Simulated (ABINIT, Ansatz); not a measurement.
# NaAsF6 (Fm-3m): G0W0 with ABINIT, start to end, part 2 of 3

Aim: the G0W0 gap of NaAsF6 (Fm-3m) on LDA, step by step.

ABINIT 10.8.3; LDA and many-body steps on it, plane waves. Known limits of the many-body steps: not at the basis limit; exchange with frozen shells missing; no spin-orbit coupling; coarse k mesh.

So far. Step 2 (Ground state): The gap is direct, at Γ.

### 3. Bands along the symmetry lines

Level of this step: DFT, LDA, plane waves, norm-conserving pseudopotentials (ABINIT).

The cheap functional maps the bands first; the places of the edges decide which points the dearer methods must see.

Input file run.abi:

```
acell 3*1.0 Angstrom
rprim 
  -0.000000000000 3.983049320000 3.983049320000
  3.983049320000 -0.000000000000 3.983049320000
  3.983049320000 3.983049320000 0.000000000000
ntypat 3
znucl 11 33 9
natom 8
typat 1 2 3 3 3 3 3 3
xred 
  0.500000000000 0.500000000000 0.500000000000
  0.000000000000 0.000000000000 0.000000000000
  0.781629880000 0.781629880000 0.218370120000
  0.218370120000 0.781629880000 0.218370120000
  0.781629880000 0.218370120000 0.218370120000
  0.218370120000 0.218370120000 0.781629880000
  0.781629880000 0.218370120000 0.781629880000
  0.218370120000 0.781629880000 0.781629880000
pp_dirpath "pseudos"
pseudos "Na.upf, As.upf, F.upf"
ecut 38
iscf -2
irdden 1
kptopt 0
nkpt 26
kpt 
  0.00000000 0.00000000 0.00000000
  0.12500000 0.00000000 0.12500000
  0.25000000 0.00000000 0.25000000
  0.37500000 0.00000000 0.37500000
  0.50000000 0.00000000 0.50000000
  0.53125000 0.06250000 0.53125000
  0.56250000 0.12500000 0.56250000
  0.59375000 0.18750000 0.59375000
  0.62500000 0.25000000 0.62500000
  0.37500000 0.37500000 0.75000000
  0.28125000 0.28125000 0.56250000
  0.18750000 0.18750000 0.37500000
  0.09375000 0.09375000 0.18750000
  0.00000000 0.00000000 0.00000000
  0.12500000 0.12500000 0.12500000
  0.25000000 0.25000000 0.25000000
  0.37500000 0.37500000 0.37500000
  0.50000000 0.50000000 0.50000000
  0.50000000 0.43750000 0.56250000
  0.50000000 0.37500000 0.62500000
  0.50000000 0.31250000 0.68750000
  0.50000000 0.25000000 0.75000000
  0.50000000 0.18750000 0.68750000
  0.50000000 0.12500000 0.62500000
  0.50000000 0.06250000 0.56250000
  0.50000000 0.00000000 0.50000000
istwfk *1
nband 40
nbdbuf 2
tolwfr 1e-08
nstep 40
prtwf 0
prtvol 0
indata_prefix "in"
outdata_prefix "out"
tmpdata_prefix "tmp"
```

Run with:

```sh
$ OMP_NUM_THREADS=1 mpirun -n 4 abinit run.abi > log
```

Numbers of over 12 decimals in the logs are rounded to 6 here.

The program printed:

```text
.Version 10.8.3 of ABINIT. v10.8.2 released Aug 2026.

 Symmetries : space group Fm -3 m (#225); Bravais cF (face-center cubic)
[... echo of the input left out ...]
== DATASET  1 ==================================================================
-   mpi_nproc: 4, omp_nthreads: 1 (-1 if OMP is not activated)

--- !DatasetInfo
iteration_state: {dtset: 1, }
dimensions: {natom: 8, nkpt: 26, mband: 40, nsppol: 1, nspinor: 1, nspden: 1, mpw: 9577, }
cutoff_energies: {ecut:  38.0, pawecutdg:  -1.0, }
electrons: {nelect:   6.60000000E+01, charge:   0.00000000E+00, occopt:   1.00000000E+00, tsmear:   1.00000000E-02, }

 Real(R)+Recip(G) space primitive vectors, cartesian coordinates (Bohr,Bohr^-1):
 R(1)=  0.0000000  7.5268724  7.5268724  G(1)= -0.0664287  0.0664287  0.0664287
 R(2)=  7.5268724  0.0000000  7.5268724  G(2)=  0.0664287 -0.0664287  0.0664287
 R(3)=  7.5268724  7.5268724  0.0000000  G(3)=  0.0664287  0.0664287 -0.0664287
 Unit cell volume ucvol=  8.5285196E+02 bohr^3
 Angles (23,13,12)=  6.00000000E+01  6.00000000E+01  6.00000000E+01 degrees

 getcut: wavevector=  0.0000  0.0000  0.0000  ngfft=  60  60  60
         ecut(hartree)=     38.000   => boxcut(ratio)=   2.03126

--- Pseudopotential description ------------------------------------------------
- Na Generated using ONCVPSP code by D. R. Hamann
- 11.00000   9.00000  180309                  znucl, zion, pspdat
12 -1012 1 -1 1968                            pspcod,pspxc,lmax,lloc,mmax
     nproj     2     2     0
  pspatm : epsatm=    9.37365322
         --- l  ekb(1:nproj) -->
             0    2.664741   -0.674314
             1   -6.796556   -2.419774
 pspatm: atomic psp has been read  and splines computed

- As Generated using ONCVPSP code by D. R. Hamann
- 33.00000  15.00000  180309                  znucl, zion, pspdat
12 -1012 2 -1 1326                            pspcod,pspxc,lmax,lloc,mmax
     nproj     2     2     2
  pspatm : epsatm=   28.05037194
         --- l  ekb(1:nproj) -->
             0    7.596243    0.856808
[...]
pspatm: atomic psp has been read  and splines computed

- F Generated using ONCVPSP code by D. R. Hamann
-  9.00000   7.00000  201202                  znucl, zion, pspdat
12 -1012 2 -1 824                             pspcod,pspxc,lmax,lloc,mmax
     nproj     2     2     1
  pspatm : epsatm=    4.94580260
         --- l  ekb(1:nproj) -->
[...]
2   -2.364936
 pspatm: atomic psp has been read  and splines computed

--------------------------------------------------------------------------------

================================================================================
 prteigrs : about to open file out_EIG
 Non-SCF case, kpt    1 (  0.00000  0.00000  0.00000), residuals and eigenvalues=
  3.14E-09  2.44E-09  6.11E-09  1.35E-09  3.93E-09  9.50E-09  4.40E-09  3.42E-09
[...]
Non-SCF case, kpt   26 (  0.50000  0.00000  0.50000), residuals and eigenvalues=
[...]
-1.9689E-01 -1.8774E-01 -1.8774E-01 -1.7837E-01 -1.7589E-01 -1.7589E-01
 -1.5751E-01 -1.5751E-01 -1.4583E-01  8.5607E-02  2.4004E-01  2.7900E-01
[...]
--- !ResultsGS
iteration_state: {dtset: 1, }
comment   : Summary of ground state results
lattice_vectors:
- [ -0.0000000,   7.5268724,   7.5268724, ]
- [  7.5268724,  -0.0000000,   7.5268724, ]
- [  7.5268724,   7.5268724,   0.0000000, ]
lattice_lengths: [  10.64460,   10.64460,   10.64460, ]
lattice_angles: [ 60.000,  60.000,  60.000, ] # degrees, (23, 13, 12)
lattice_volume:   8.5285196E+02
convergence: {deltae:  0.000E+00, res2:  0.000E+00, residm:  9.999E-09, diffor:  0.000E+00, }
etotal    :  -2.99225580E+02
entropy   :   0.00000000E+00
fermie    :  -1.45682294E-01
cartesian_stress_tensor: null
pressure_GPa: null
xred      :
- [  5.0000E-01,   5.0000E-01,   5.0000E-01, Na]
- [  0.0000E+00,   0.0000E+00,   0.0000E+00, As]
- [  7.8163E-01,   7.8163E-01,   2.1837E-01,  F]
- [  2.1837E-01,   7.8163E-01,   2.1837E-01,  F]
- [  7.8163E-01,   2.1837E-01,   2.1837E-01,  F]
- [  2.1837E-01,   2.1837E-01,   7.8163E-01,  F]
- [  7.8163E-01,   2.1837E-01,   7.8163E-01,  F]
- [  2.1837E-01,   7.8163E-01,   7.8163E-01,  F]
cartesian_forces: null
force_length_stats: {min: null, max: null, mean: null, }

 Integrated electronic density in atomic spheres:
 ------------------------------------------------
 Atom  Sphere_radius  Integrated_density
[...]
================================================================================

 ----iterations are completed or convergence reached----

 Mean square residual over all n,k,spin=   54.015E-10; max=  99.991E-10
 reduced coordinates (array xred) for    8 atoms
[...]
0.781629880000      0.218370120000      0.781629880000
       0.218370120000      0.781629880000      0.781629880000

 cartesian coordinates (angstrom) at end:
[...]
7      3.983049     6.226541     3.983049
    8      6.226541     3.983049     3.983049
 length scales=  1.889726125908  1.889726125908  1.889726125908 bohr
              =  1.000000000000  1.000000000000  1.000000000000 angstroms
 prteigrs : about to open file out_EIG
 Eigenvalues (hartree) for nkpt=  26  k points:
 kpt#   1, nband= 40, wtk=  1.00000, kpt=  0.0000  0.0000  0.0000 (reduced coord)
[...]
kpt#   2, nband= 40, wtk=  1.00000, kpt=  0.1250  0.0000  0.1250 (reduced coord)
[...]
kpt#   3, nband= 40, wtk=  1.00000, kpt=  0.2500  0.0000  0.2500 (reduced coord)
[...]
kpt#  25, nband= 40, wtk=  1.00000, kpt=  0.5000  0.0625  0.5625 (reduced coord)
[...]
kpt#  26, nband= 40, wtk=  1.00000, kpt=  0.5000  0.0000  0.5000 (reduced coord)
[...]
-0.19689   -0.18774   -0.18774   -0.17837   -0.17589   -0.17589   -0.15751   -0.15751
  -0.14583    0.08561    0.24004    0.27900    0.28242    0.28242    0.29560    0.32781

== END DATASET(S) ==============================================================
================================================================================

 -outvars: echo values of variables after computation  --------
            nband          40
             nkpt          26
          spgroup         225
 [... the other variables as echoed above ...]

 Calculation completed.
```

Elapsed: 63 s, on 4 MPI ranks of Arm Neoverse V2, shared host; peak memory 0.5 GiB; 4.2 min of CPU time.

This step gave:

```
gap                        : 5.286 eV
k of the valence top       : 0, 0, 0
k of the conduction bottom : 0, 0, 0
least direct gap           : 5.286 eV
```

The gap is 5.286 eV, as in the run before at this level.

The electronic bands at the labelled points (eV, zero at the top of the highest filled band):

```tsv
point	band 30	band 31	band 32	band 33	band 34	band 35	band 36	band 37
Γ	-0.79	0.00	0.00	0.00	5.29	9.28	11.55	11.55
X	-0.82	-0.32	-0.32	0.00	6.29	10.50	11.56	11.65
U	-0.79	-0.29	-0.25	-0.07	6.32	10.57	10.68	11.70
jump to K	-0.79	-0.29	-0.25	-0.07	6.32	10.57	10.68	11.70
Γ	-0.79	0.00	0.00	0.00	5.29	9.28	11.55	11.55
L	-0.69	-0.17	-0.17	-0.11	6.19	9.68	10.69	12.19
W	-0.89	-0.32	-0.15	-0.15	6.35	10.85	10.87	10.87
X	-0.82	-0.32	-0.32	0.00	6.29	10.50	11.56	11.65
```

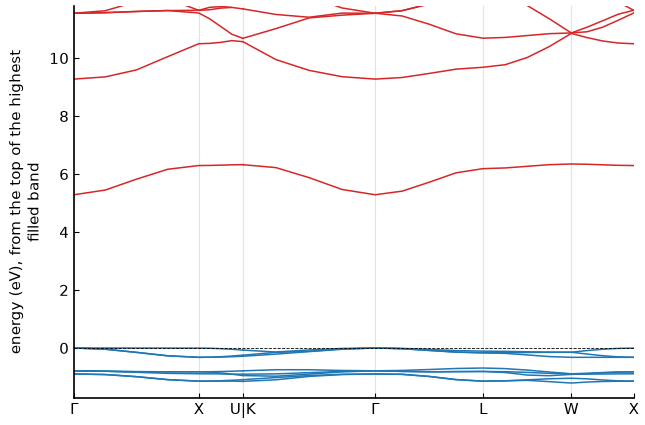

Electronic bands along the path; lines of filled and empty bands in two colours.

### 4. Empty states on the mesh, 2×2×2 mesh, 260 bands

The sums over transitions need many empty states on a uniform mesh; this step solves for them.

Input file run.abi:

```
acell 3*1.0 Angstrom
rprim 
  -0.000000000000 3.983049320000 3.983049320000
  3.983049320000 -0.000000000000 3.983049320000
  3.983049320000 3.983049320000 0.000000000000
ntypat 3
znucl 11 33 9
natom 8
typat 1 2 3 3 3 3 3 3
xred 
  0.500000000000 0.500000000000 0.500000000000
  0.000000000000 0.000000000000 0.000000000000
  0.781629880000 0.781629880000 0.218370120000
  0.218370120000 0.781629880000 0.218370120000
  0.781629880000 0.218370120000 0.218370120000
  0.218370120000 0.218370120000 0.781629880000
  0.781629880000 0.218370120000 0.781629880000
  0.218370120000 0.781629880000 0.781629880000
pp_dirpath "pseudos"
pseudos "Na.upf, As.upf, F.upf"
ecut 38
ngkpt 2 2 2
nshiftk 1
shiftk 0 0 0
kptopt 1
chksymbreak 0
iscf -2
irdden 1
istwfk *1
nband 260
nbdbuf 22
tolwfr 1e-09
nstep 60
prtvol 0
indata_prefix "in"
outdata_prefix "out"
tmpdata_prefix "tmp"
```

The program printed:

```text
.Version 10.8.3 of ABINIT. v10.8.2 released Aug 2026.

 Symmetries : space group Fm -3 m (#225); Bravais cF (face-center cubic)
[... echo of the input left out ...]
== DATASET  1 ==================================================================
-   mpi_nproc: 4, omp_nthreads: 1 (-1 if OMP is not activated)
-    --> not optimal distribution: autoparal keyword recommended in input file <--

--- !DatasetInfo
iteration_state: {dtset: 1, }
dimensions: {natom: 8, nkpt: 3, mband: 260, nsppol: 1, nspinor: 1, nspden: 1, mpw: 9577, }
cutoff_energies: {ecut:  38.0, pawecutdg:  -1.0, }
electrons: {nelect:   6.60000000E+01, charge:   0.00000000E+00, occopt:   1.00000000E+00, tsmear:   1.00000000E-02, }

 Real(R)+Recip(G) space primitive vectors, cartesian coordinates (Bohr,Bohr^-1):
 R(1)=  0.0000000  7.5268724  7.5268724  G(1)= -0.0664287  0.0664287  0.0664287
 R(2)=  7.5268724  0.0000000  7.5268724  G(2)=  0.0664287 -0.0664287  0.0664287
 R(3)=  7.5268724  7.5268724  0.0000000  G(3)=  0.0664287  0.0664287 -0.0664287
 Unit cell volume ucvol=  8.5285196E+02 bohr^3
 Angles (23,13,12)=  6.00000000E+01  6.00000000E+01  6.00000000E+01 degrees

 getcut: wavevector=  0.0000  0.0000  0.0000  ngfft=  60  60  60
         ecut(hartree)=     38.000   => boxcut(ratio)=   2.03126

--- Pseudopotential description ------------------------------------------------
- Na Generated using ONCVPSP code by D. R. Hamann
- 11.00000   9.00000  180309                  znucl, zion, pspdat
12 -1012 1 -1 1968                            pspcod,pspxc,lmax,lloc,mmax
     nproj     2     2     0
  pspatm : epsatm=    9.37365322
         --- l  ekb(1:nproj) -->
             0    2.664741   -0.674314
             1   -6.796556   -2.419774
 pspatm: atomic psp has been read  and splines computed

- As Generated using ONCVPSP code by D. R. Hamann
- 33.00000  15.00000  180309                  znucl, zion, pspdat
12 -1012 2 -1 1326                            pspcod,pspxc,lmax,lloc,mmax
     nproj     2     2     2
  pspatm : epsatm=   28.05037194
         --- l  ekb(1:nproj) -->
             0    7.596243    0.856808
[...]
pspatm: atomic psp has been read  and splines computed

- F Generated using ONCVPSP code by D. R. Hamann
-  9.00000   7.00000  201202                  znucl, zion, pspdat
12 -1012 2 -1 824                             pspcod,pspxc,lmax,lloc,mmax
     nproj     2     2     1
  pspatm : epsatm=    4.94580260
         --- l  ekb(1:nproj) -->
[...]
2   -2.364936
 pspatm: atomic psp has been read  and splines computed

--------------------------------------------------------------------------------

================================================================================
 prteigrs : about to open file out_EIG
 Non-SCF case, kpt    1 (  0.00000  0.00000  0.00000), residuals and eigenvalues=
[...]
1.59E-10  1.64E-10  6.49E-10  2.62E-10  5.08E-10  5.71E-10  1.07E-10  8.96E-10
[...]
7.30E-05  1.19E-04  2.78E-05  1.39E-04
 -1.8337E+00 -1.4414E+00 -1.4414E+00 -1.4355E+00 -1.4355E+00 -1.4355E+00
 -9.5800E-01 -8.9718E-01 -8.9718E-01 -8.9718E-01 -8.6283E-01 -8.6283E-01
 -8.2195E-01 -8.2195E-01 -8.2195E-01 -4.6336E-01 -3.2005E-01 -3.2005E-01
[...]
2.9487E+00  2.9497E+00  2.9497E+00  2.9498E+00  2.9543E+00  2.9545E+00
  2.9709E+00  2.9710E+00  2.9722E+00  2.9783E+00  2.9785E+00  2.9800E+00
  2.9828E+00  2.9830E+00
 prteigrs : prtvol=0 or 1, do not print more k-points.

--- !ResultsGS
iteration_state: {dtset: 1, }
comment   : Summary of ground state results
lattice_vectors:
- [ -0.0000000,   7.5268724,   7.5268724, ]
- [  7.5268724,  -0.0000000,   7.5268724, ]
- [  7.5268724,   7.5268724,   0.0000000, ]
lattice_lengths: [  10.64460,   10.64460,   10.64460, ]
lattice_angles: [ 60.000,  60.000,  60.000, ] # degrees, (23, 13, 12)
lattice_volume:   8.5285196E+02
convergence: {deltae:  0.000E+00, res2:  0.000E+00, residm:  9.961E-10, diffor:  0.000E+00, }
etotal    :  -2.99225580E+02
entropy   :   0.00000000E+00
fermie    :  -1.45682294E-01
cartesian_stress_tensor: null
pressure_GPa: null
xred      :
- [  5.0000E-01,   5.0000E-01,   5.0000E-01, Na]
- [  0.0000E+00,   0.0000E+00,   0.0000E+00, As]
- [  7.8163E-01,   7.8163E-01,   2.1837E-01,  F]
- [  2.1837E-01,   7.8163E-01,   2.1837E-01,  F]
- [  7.8163E-01,   2.1837E-01,   2.1837E-01,  F]
- [  2.1837E-01,   2.1837E-01,   7.8163E-01,  F]
- [  7.8163E-01,   2.1837E-01,   7.8163E-01,  F]
- [  2.1837E-01,   7.8163E-01,   7.8163E-01,  F]
cartesian_forces: null
force_length_stats: {min: null, max: null, mean: null, }

 Integrated electronic density in atomic spheres:
 ------------------------------------------------
 Atom  Sphere_radius  Integrated_density
[...]
================================================================================

 ----iterations are completed or convergence reached----

 Mean square residual over all n,k,spin=   44.323E-11; max=  99.610E-11
 reduced coordinates (array xred) for    8 atoms
[...]
0.781629880000      0.218370120000      0.781629880000
       0.218370120000      0.781629880000      0.781629880000

 cartesian coordinates (angstrom) at end:
    1      3.983049     3.983049     3.983049
    2      0.000000     0.000000     0.000000
[...]
8      6.226541     3.983049     3.983049
 length scales=  1.889726125908  1.889726125908  1.889726125908 bohr
              =  1.000000000000  1.000000000000  1.000000000000 angstroms
 prteigrs : about to open file out_EIG
 Eigenvalues (hartree) for nkpt=   3  k points:
 kpt#   1, nband=260, wtk=  0.12500, kpt=  0.0000  0.0000  0.0000 (reduced coord)
[...]
2.88871    2.88871    2.89388    2.89388    2.89388    2.90615    2.94875    2.94972
   2.94974    2.94982    2.95434    2.95453    2.97086    2.97101    2.97217    2.97825
   2.97851    2.97995    2.98281    2.98303
 prteigrs : prtvol=0 or 1, do not print more k-points.

== END DATASET(S) ==============================================================
================================================================================

 -outvars: echo values of variables after computation  --------
            nband         260
             nkpt           3
          spgroup         225
 [... the other variables as echoed above ...]

 Calculation completed.
```

It took 1.9 min on 4 MPI ranks; peak memory 0.52 GiB.

This step gave:

```yaml
gap: 5.286 eV
k_of_the_valence_top: 0, 0, 0
k_of_the_conduction_bottom: 0, 0, 0
least_direct_gap: 5.286 eV
k_points_computed: 3
lowest_point_of_the_top_converged_band_above_the_valence_top: 80.3345 eV
```

On this mesh the gap is 5.286 eV.

### 5. Screening, 2×2×2 mesh, 238 bands, screening to 176.9 eV

The RPA dielectric matrix is built and inverted for each q.

This step: RPA screening on LDA, plane waves, norm-conserving pseudopotentials.

Edit run.abi of step 4 so:

```diff
@@ -26,10 +26,11 @@
 chksymbreak 0
-iscf -2
-irdden 1
 istwfk *1
-nband 260
-nbdbuf 22
-tolwfr 1e-09
-nstep 60
-prtvol 0
+occopt 1
+irdwfk 1
+optdriver 3
+nband 238
+ecuteps 6.5
+inclvkb 2
+awtr 1
+symchi 1
 indata_prefix "in"
```

The program printed:

```text
.Version 10.8.3 of ABINIT. v10.8.2 released Aug 2026.

 Symmetries : space group Fm -3 m (#225); Bravais cF (face-center cubic)
[... echo of the input left out ...]
== DATASET  1 ==================================================================
-   mpi_nproc: 4, omp_nthreads: 1 (-1 if OMP is not activated)

--- !DatasetInfo
iteration_state: {dtset: 1, }
dimensions: {natom: 8, nkpt: 3, mband: 238, nsppol: 1, nspinor: 1, nspden: 1, mpw: 9577, }
cutoff_energies: {ecut:  38.0, pawecutdg:  -1.0, }
electrons: {nelect:   6.60000000E+01, charge:   0.00000000E+00, occopt:   1.00000000E+00, tsmear:   1.00000000E-02, }

 SCREENING: Calculation of the susceptibility and dielectric matrices

 Based on a program developped by R.W. Godby, V. Olevano, G. Onida, and L. Reining.
 Incorporated in ABINIT by V. Olevano, G.-M. Rignanese, and M. Torrent.
.Using double precision arithmetic ; gwpc =  8

[... cell and pseudopotentials left out ...]
--------------------------------------------------------------------------------

 ==== K-mesh for the wavefunctions ====
 Number of points in the irreducible wedge :     3
[... list of points left out ...]
 Together with 48 symmetry operations and time-reversal symmetry
 yields     8 points in the full Brillouin Zone.

 ==== Q-mesh for the screening function ====
 Number of points in the irreducible wedge :     3
[... list of points left out ...]
 Together with 48 symmetry operations and time-reversal symmetry
 yields     8 points in the full Brillouin Zone.

 setmesh: FFT mesh size selected  =    45x   45x   45
          total number of points  =        91125

 vcoul_init : cutoff-mode = AUXILIARY_FUNCTION
 q-points for optical limit:   1
     1)      0.000010    0.000020    0.000030

- screening: taking advantage of time-reversal symmetry
- Maximum band index for partially occupied states nbvw = 33
- Remaining bands to be divided among processors   nbcw = 205
- Number of bands treated by each node ~51

 Number of electrons calculated from density =   66.0000; Expected =   66.0000
 average of density, n =  0.077387
 r_s =    1.4557
 omega_plasma =   26.8343 [eV]

 calculating chi0 at frequencies [eV] :
  1    0.000000E+00    0.000000E+00
  2    0.000000E+00    2.683433E+01

--------------------------------------------------------------------------------
  q-point number  1        q = ( 0.000000, 0.000000, 0.000000) [r.l.u.]
--------------------------------------------------------------------------------
[... chi0 elements left out ...]
 For q-point:  0.000010 0.000020 0.000030
  dielectric constant =   1.7416
  dielectric constant without local fields =   1.9480

  Average fulfillment of the sum rule on Im[epsilon] for q-point    1 :     54.83  [%]
[... wings left out ...]
  q-point number  2        q = ( 0.500000, 0.000000, 0.000000) [r.l.u.]
--------------------------------------------------------------------------------
[... chi0 elements left out ...]
  Average fulfillment of the sum rule on Im[epsilon] for q-point    2 :     59.47  [%]

 [... 1 further q-points ...]
```

Wall time 70 s (4 MPI ranks); peak memory 2.3 GiB.

This step gave:

| Quantity | Value |
| --- | --- |
| ε∞ with local fields, on this mesh, along the program's q direction | 1.742 |
| the same without local fields | 1.948 |
| plasma frequency | 26.83 eV |
| plane waves in the screening matrix | 645 |

Local fields lower ε∞ by 11 %. On a Γ-centred mesh this coarse the value itself is usually too large, while a short band sum pulls it down.

(Continued in part 3 of 3.)

[Paths, hosts, dates, memory and timing lines, banners, echoed tables and standing remarks are left out of the program output.]

[Logs are printed without paths, hosts, clocks, repeated set-up lines and the standing remarks that a program may print on its own settings, such as how far it seeks lower states.]

[Runs of the session that timed out or met a known fault of the program may be left out.]

[Hosts, paths, dates, database ids (printed as entryN), source tags and the programs' standing remarks are cut or masked in the printed files.]

[G0W0 gaps are taken among the corrected bands and points alone; a level outside them can change the order at an edge.]

[Where Ansatz stands beside ABINIT at settings called matched, ABINIT's density can come from a denser mesh and the files from another edition; pairs whose starting gaps differed by over 0.03 eV were left out, so agreement reads better than it is.]
